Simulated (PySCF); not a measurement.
# Run report: CH$_{7}$NOSi$_{3}$, spin–spin coupling calculation

- system: CH$_{7}$NOSi$_{3}$
- method: B3LYP/def2-TZVP indirect spin-spin coupling, non-relativistic, gas phase (PySCF 2.14.0)

The geometry comes from this level: PBE0-D3(BJ)/def2-SVP. Figures and captions count atoms from 1; the log counts them from 0 in places.

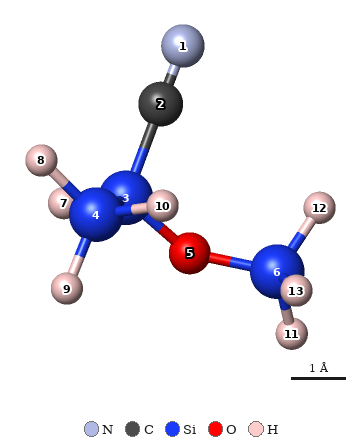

*The structure (ball-and-stick view, seen at a tilt; atoms are numbered from 1 in the order of the input).*

## Input
```
{"job": {"kind": "j", "xc": "B3LYP", "basis": "def2-TZVP"}, "charge": 0, "multiplicity": 1}
N      0.727593     2.903694    -1.181447
C      0.418056     1.785481    -1.173139
Si    -0.125083    -0.001037    -1.101661
Si    -2.247236    -0.022971    -0.105045
O      0.977354    -0.836918    -0.204840
Si     1.905273    -0.815241     1.181171
H     -0.103806    -0.496324    -2.503078
H     -3.187717     0.809799    -0.912960
H     -2.750236    -1.428301    -0.038249
H     -2.131985     0.533910     1.276157
H      2.764959    -2.029508     1.168574
H      2.744354     0.417236     1.205735
H      1.013225    -0.836816     2.378454
```

The first line tells a small driver script what to run in PySCF; the rest is the geometry in Å.

Run on 1 CPU thread, shared host.

Launched with:
```bash
OMP_NUM_THREADS=1 python <driver script> task.json out
```

## Log
```
coarse grid: 12448 points
cycle   1  E = -1040.8677267665  dE =  2.697e-01  |g| = 9.031e-01  |ddm| = 2.824e+00
cycle   2  E = -1040.3546450815  dE =  5.131e-01  |g| = 1.826e+00  |ddm| = 1.448e+00
cycle   3  E = -1041.0051186020  dE = -6.505e-01  |g| = 2.067e-01  |ddm| = 1.105e+00
cycle   4  E = -1041.0088554408  dE = -3.737e-03  |g| = 1.639e-01  |ddm| = 1.627e-01
cycle   5  E = -1041.0141095339  dE = -5.254e-03  |g| = 4.204e-02  |ddm| = 9.666e-02
cycle   6  E = -1041.0145207416  dE = -4.112e-04  |g| = 4.222e-03  |ddm| = 3.084e-02
cycle   7  E = -1041.0145252725  dE = -4.531e-06  |g| = 1.151e-03  |ddm| = 4.536e-03
final grid: 106792 points
cycle   8  E = -1041.0056041009  dE = -1.345e-05  |g| = 2.957e-03  |ddm| = 2.836e-02
cycle   9  E = -1041.0056020973  dE =  2.004e-06  |g| = 4.353e-03  |ddm| = 4.628e-03
cycle  10  E = -1041.0056056336  dE = -3.536e-06  |g| = 1.086e-03  |ddm| = 2.795e-03
cycle  11  E = -1041.0056058575  dE = -2.239e-07  |g| = 3.724e-04  |ddm| = 6.652e-04
cycle  12  E = -1041.0056058825  dE = -2.498e-08  |g| = 1.389e-04  |ddm| = 2.296e-04
cycle  13  E = -1041.0056058865  dE = -4.013e-09  |g| = 1.302e-05  |ddm| = 8.977e-05
cycle  14  E = -1041.0056058866  dE = -4.798e-11  |g| = 4.217e-06  |ddm| = 1.640e-05
```

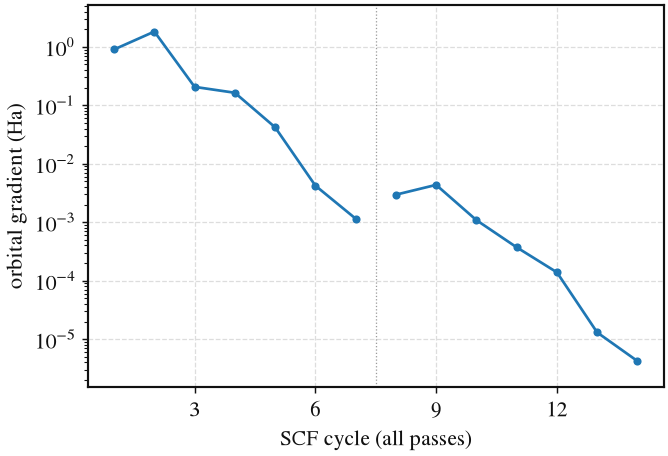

*Convergence of the self-consistent field: orbital gradient against the SCF cycle. The dotted line marks the change from a coarse to the final integration grid.*

The first 7 cycles use a coarse grid, the final grid takes over at cycle 8, and the field converges after 14 cycles in all.

```
converged SCF energy = -1041.0056058866

Indirect spin-spin couplings (Hz)
  i      j    bonds     total        FC       PSO       DSO        SD
  0 N    1 C    1    -10.516    -5.323     0.800     0.009    -6.002
  0 N    2 Si   2     -2.856    -3.765     0.531    -0.030     0.409
  0 N    3 Si   3      0.425     0.416    -0.056    -0.013     0.079
  0 N    4 O    3     -0.077     0.028    -0.035    -0.013    -0.056
  0 N    6 H    3     -1.077    -0.923    -0.285     0.133    -0.003
  0 N    8 H    4     -0.210    -0.236    -0.098     0.122     0.002
  1 C    2 Si   1    -46.491   -47.199     1.598    -0.145    -0.745
  1 C    3 Si   2     -9.947   -10.095    -0.007    -0.015     0.170
  1 C    4 O    2     -0.845    -0.957     0.128    -0.016         -
  1 C    5 Si   3     -0.124    -0.130     0.006    -0.007     0.007
  1 C    6 H    2     11.263    11.305    -0.046     0.005         -
  1 C    7 H    3     -0.851    -0.889    -0.051     0.088         -
  1 C    8 H    3      7.683     7.813     0.137    -0.267         -
  1 C    9 H    3     -1.099    -1.135    -0.052     0.087         -
  2 Si   3 Si   1     85.427    83.725    -1.137     0.047     2.792
  2 Si   4 O    1    -25.500   -19.590    -6.381     0.071     0.400
  2 Si   5 Si   2     -2.575    -2.549    -0.049    -0.043     0.066
  2 Si   6 H    1   -214.524  -214.887     1.094    -0.382    -0.350
  2 Si   7 H    2    -13.607   -13.620     0.031     0.059    -0.078
  2 Si   8 H    2     -8.204    -8.222     0.041     0.061    -0.084
  2 Si   9 H    2     -3.511    -3.532     0.032     0.054    -0.065
  2 Si  10 H    3     -6.672    -6.636    -0.248     0.274    -0.062
  2 Si  11 H    3      0.102     0.101    -0.092     0.097    -0.004
  2 Si  12 H    3      0.282     0.247    -0.068     0.108    -0.004
  3 Si   4 O    2      3.190     3.133    -0.192    -0.003     0.252
  3 Si   5 Si   3     -0.102    -0.104     0.028    -0.013    -0.013
  3 Si   6 H    2    -18.627   -18.741     0.016     0.144    -0.046
  3 Si   7 H    1   -171.169  -171.194     0.432    -0.162    -0.245
  3 Si   8 H    1   -167.843  -167.847     0.408    -0.165    -0.239
  3 Si   9 H    1   -170.790  -170.788     0.422    -0.177    -0.246
  4 O    5 Si   1    -21.272   -16.418    -5.378     0.058     0.467
  4 O    6 H    2    -13.786   -13.766    -0.113     0.094         -
  4 O    7 H    3     -4.067    -4.205    -0.041     0.179         -
  4 O    8 H    3      0.437     0.444    -0.001    -0.006         -
  4 O    9 H    3      0.561     0.550     0.020    -0.010         -
  4 O   10 H    2    -14.655   -14.647    -0.098     0.090         -
  4 O   11 H    2     -5.049    -5.096    -0.065     0.112         -
  4 O   12 H    2     -5.912    -5.963    -0.058     0.108         -
  5 Si   6 H    3     -4.436    -4.431    -0.235     0.291    -0.061
  5 Si   9 H    4     -0.161    -0.166     0.021    -0.035     0.020
  5 Si  10 H    1   -199.063  -199.539     1.041    -0.222    -0.343
  5 Si  11 H    1   -191.254  -191.714     1.046    -0.240    -0.345
  5 Si  12 H    1   -183.971  -184.439     1.019    -0.241    -0.310
  6 H    7 H    3     -1.395    -1.268     0.183    -0.310         -
  6 H    8 H    3     -2.116    -1.964     0.214    -0.366         -
  6 H    9 H    3      9.649    10.473     0.968    -1.792         -
  6 H   10 H    4     -0.436    -0.170     0.558    -0.824         -
  6 H   11 H    4     -0.400    -0.025     0.678    -1.053         -
  6 H   12 H    4     -0.178     0.338     0.874    -1.390         -
  7 H    8 H    2      1.344     2.200     1.080    -1.936         -
  7 H    9 H    2      0.834     1.692     1.051    -1.909         -
  7 H   10 H    5     -0.348     0.040     0.568    -0.956         -
  7 H   11 H    5     -0.255     0.042     0.454    -0.751         -
  7 H   12 H    5     -0.438    -0.130     0.386    -0.694         -
  8 H    9 H    2      1.935     2.771     1.038    -1.874         -
  8 H   10 H    5     -0.189    -0.043     0.267    -0.412         -
  8 H   11 H    5     -0.329    -0.001     0.512    -0.840         -
  9 H   10 H    5     -0.250     0.017     0.405    -0.672         -
  9 H   12 H    5      0.694     0.250    -0.662     1.106         -
 10 H   11 H    2     12.992    13.941     1.031    -1.980         -
 10 H   12 H    2     12.989    13.908     1.013    -1.932         -
 11 H   12 H    2     13.455    14.338     0.949    -1.832         -
```

## Results in brief

```json
{"quantity": "outcome", "value": "converged"}
{"quantity": "total energy", "value": "−1041.005606 hartree"}
{"quantity": "HOMO", "value": "−8.26 eV"}
{"quantity": "LUMO", "value": "−1.60 eV"}
{"quantity": "dipole moment", "value": "3.33 D"}
{"quantity": "wall time", "value": "82 s"}
{"quantity": "peak memory", "value": "0.97 GiB"}
```
